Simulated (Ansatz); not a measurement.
C₂H₇OSi (SMILES [CH2][SiH](C)O) (doublet)

The calculation's input:

```
crystal:
  periodic: [false, false, false]
  atoms:
    - {symbol: C, position_ang: [-1.225541, 1.126386, 0.393531]}
    - {symbol: Si, position_ang: [-0.124217, 0.025240, -0.593754]}
    - {symbol: C, position_ang: [1.412049, -0.364518, 0.388378]}
    - {symbol: O, position_ang: [-0.930288, -1.338792, -1.069598]}
    - {symbol: H, position_ang: [-0.896667, 1.653919, 1.284581]}
    - {symbol: H, position_ang: [-2.252447, 1.334114, 0.105056]}
    - {symbol: H, position_ang: [0.246846, 0.675988, -1.878884]}
    - {symbol: H, position_ang: [1.960428, 0.552946, 0.620935]}
    - {symbol: H, position_ang: [1.170122, -0.858154, 1.333542]}
    - {symbol: H, position_ang: [2.076477, -1.020891, -0.178118]}
    - {symbol: H, position_ang: [-1.371463, -1.843236, -0.384972]}
basis:
  gaussian: {orbitals: def2-TZVPP}
magnetization: {spin_polarized: true, initial_magnetization: 1}
hamiltonian: {xc: pbe0, dispersion: d4}
output: {orbitals: {seedname: orbitals}}
```

Launched as:

```sh
ansatz run in.yaml --threads 4 --pin off --events-out ev --progress --plain --max-ram 10444MiB
```

Geometry: PBE0-D4/def2-TZVP.

Computed with Ansatz, UKS PBE0-D4/def2-TZVPP.

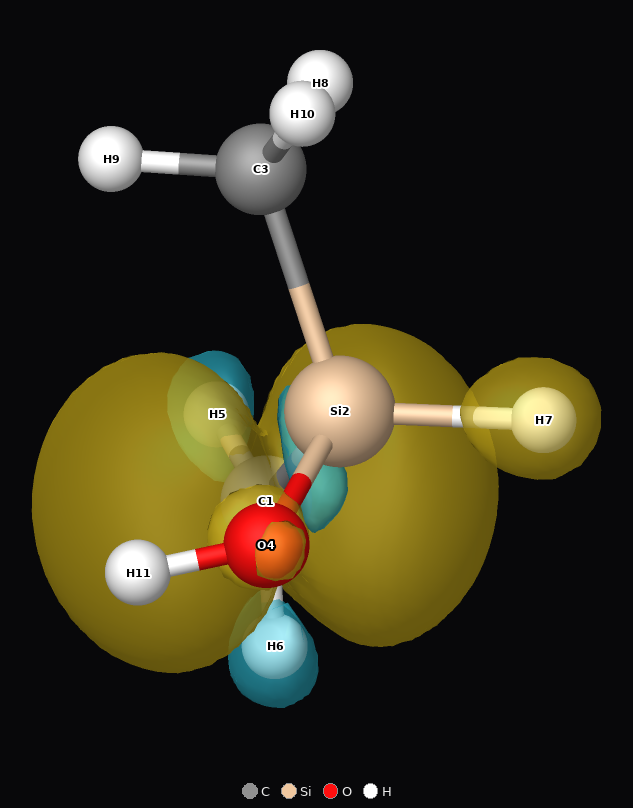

Figure 1. Isosurfaces of the spin density (α minus β) at +0.015 (yellow) and −0.015 e/Å³ (cyan), seen at an oblique angle.

> Describe the spin distribution.

The unpaired spin (1 electron) lies mostly on C1 (about 0.8) and Si2 (about 0.1), in electrons by Hirshfeld's partition.

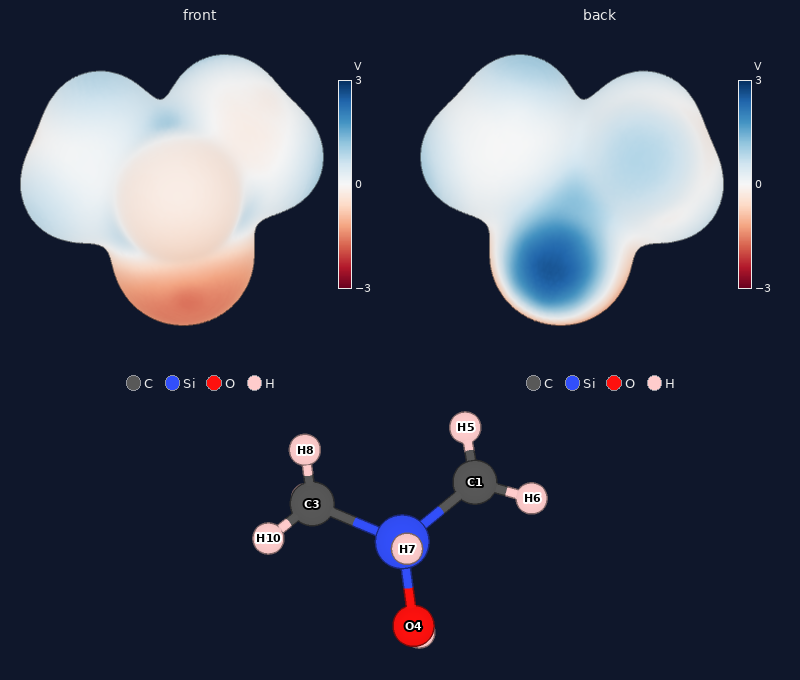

Figure 2. The molecular electrostatic potential painted on the density surface at 0.002 e/bohr³, seen from the front and from behind; red is negative and blue positive. The bare structure is drawn below in the same view.

> Describe the electrostatic potential map.

The most negative region (about −1.5 V) lies over O4, the most positive (about +2.5 V) over H11. O4 is the likeliest acceptor of a hydrogen bond.

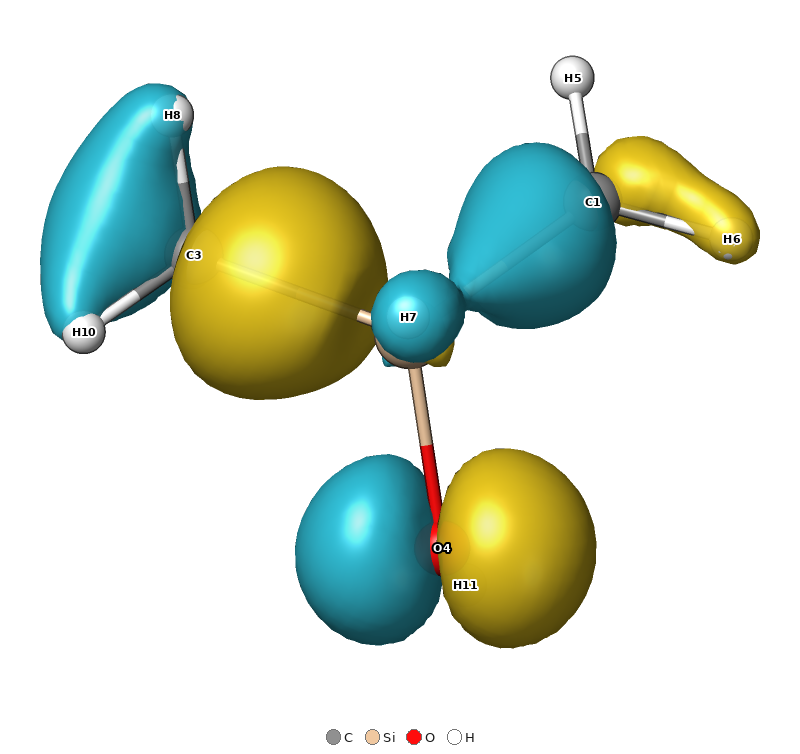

Figure 3. The HOMO (β) at ±0.15 Å⁻³ᐟ² (yellow and cyan are the two phases), seen at a tilt.

> What is the character of this orbital?

By Hirshfeld shares it lies mainly on O4 (about 30 %), C3 (about 25 %), Si2 (about 15 %) and C1 (about 10 %). Its energy is −8.35 eV.
